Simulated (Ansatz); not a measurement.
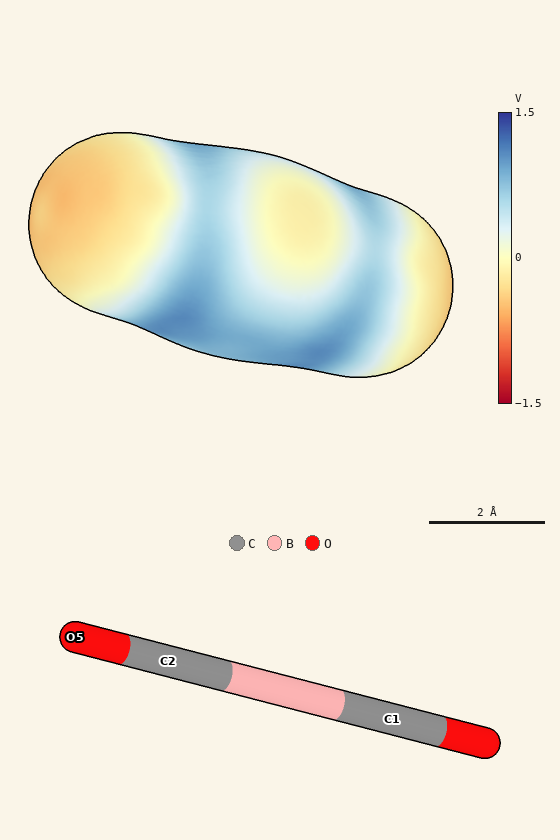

Figure. C2BO2 (SMILES O=[C]B=C=O) (doublet). The molecular electrostatic potential painted on the density surface at 0.002 e/bohr³, seen at a tilt; the colour scale runs from red (negative) to blue (positive). The bare structure is drawn below in the same view.

Geometry: B3LYP-D3(BJ)/def2-SVP.

Theory: isolated molecule in a Gaussian basis; Kohn-Sham density functional theory, functional PBE0 (Ansatz 0.2.0).

The calculation's input:

```
crystal:
  periodic: [false, false, false]
  atoms:
    - symbol: C
      position_ang: [0.000000, 0.000000, -1.409269]
    - symbol: C
      position_ang: [0.000000, 0.000000, 1.409269]
    - symbol: B
      position_ang: [0.000000, 0.000000, 0.000000]
    - symbol: O
      position_ang: [0.000000, 0.000000, -2.571184]
    - symbol: O
      position_ang: [0.000000, 0.000000, 2.571184]
basis:
  gaussian:
    orbitals: def2-TZVPD
magnetization:
  spin_polarized: true
  initial_magnetization: 1
output: {forces: true, orbitals: {seedname: orbitals}}
hamiltonian:
  xc: {name: PBE0}
```

Run with:

```sh
ansatz run input.yaml --threads 1 --pin off --max-ram 2610MiB --events-out events.jsonl --progress --plain --runs-dir runs
```

**Which sites attract a positive test charge, and which a negative one?**

A positive charge is drawn to the negative regions and a negative charge to the positive ones. The most negative region (about −0.5 V) lies over O4 and O5, the most positive (about +1.0 V) over C1 and C2.
